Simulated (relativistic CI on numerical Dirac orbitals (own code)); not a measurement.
```
atom Cr  Z=24  charge=3  electrons=21
nucleus A=52  rms_radius_fm=3.6452
hamiltonian dirac-coulomb  breit=on  qed=on  c_scale=1
orbitals kli  potential=per-configuration
slater_scale 0.8
correlation none
mixing on
configurations
  [Ar] 3d3
  [Ne] 3s2 3p5 3d4
end
absorption M2,3 T=300 lorentz=0.8 gauss=0.3
crystal_field Td 10Dq=-15650
```

Multiplet model: relativistic Dirac–Coulomb–Breit theory, one configuration a step, Slater integrals scaled by 0.8, 300 K, Voigt broadening (Lorentzian 0.8 eV, Gaussian 0.3 eV full widths), computed with a radial Dirac CI code.

The M₂,₃ X-ray absorption spectrum that results, with the strongest transitions as sticks:

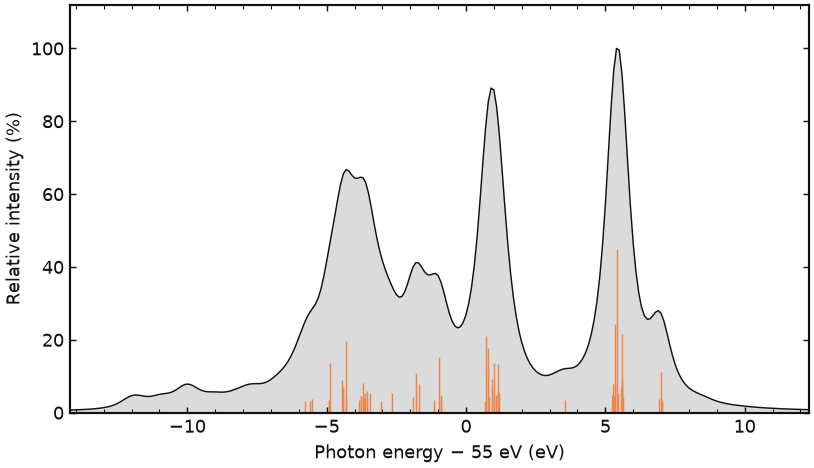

The main maxima lie at 45.0 eV (8), 50.7 eV (67), 53.2 eV (41), 55.9 eV (89), 60.4 eV (100) and 61.9 eV (28), heights in % of the largest; the centroid is at 54.9 eV. The ground state has S = 1.47.

Limits of the model: free-ion energies, so absolute edge positions are off by a few eV from solids; core and valence shell share one n, so the strongest features autoionise and are far broader and can lie several eV off in experiment.
